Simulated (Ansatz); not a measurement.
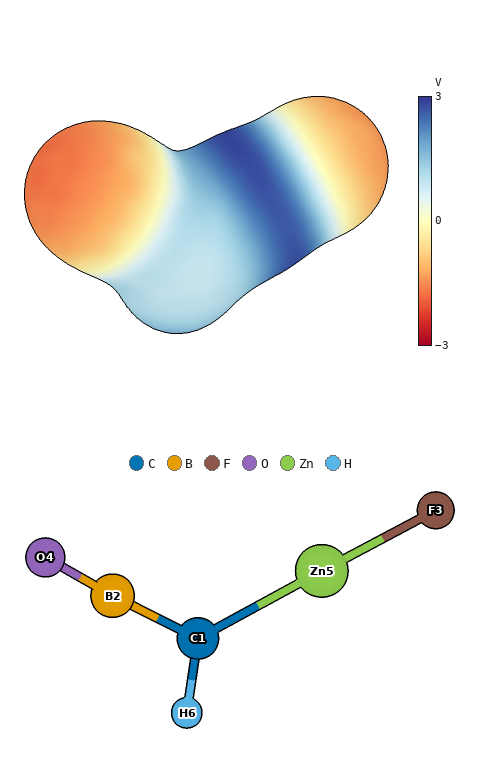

The picture shows: CHBFOZn (SMILES O=B[CH][Zn][F]) (doublet). The electrostatic potential painted on the density surface at 0.002 e/bohr³, seen at a tilt; the colour scale runs from red (negative) to blue (positive). The bare structure is drawn below in the same view.

Geometry: B3LYP/6-31G*.

Method: Ansatz, isolated molecule in a Gaussian basis; Kohn-Sham density functional theory, functional PBE0.

```xyz
6

C    -1.6269    0.7433    0.6050
B    -3.0866    1.0243    0.7471
F     0.9050    2.2774    2.6294
O    -4.2654    1.2883    0.9036
Zn   -0.3132    1.5500    1.6675
H    -1.3198    0.0303   -0.1595
```

Which sites attract a positive test charge, and which a negative one?

Answer. A positive charge is drawn to the negative regions and a negative charge to the positive ones. The most negative region (about −1.7 V) lies over O4, the most positive (about +2.9 V) over Zn5. O4 is the likeliest acceptor of a hydrogen bond.
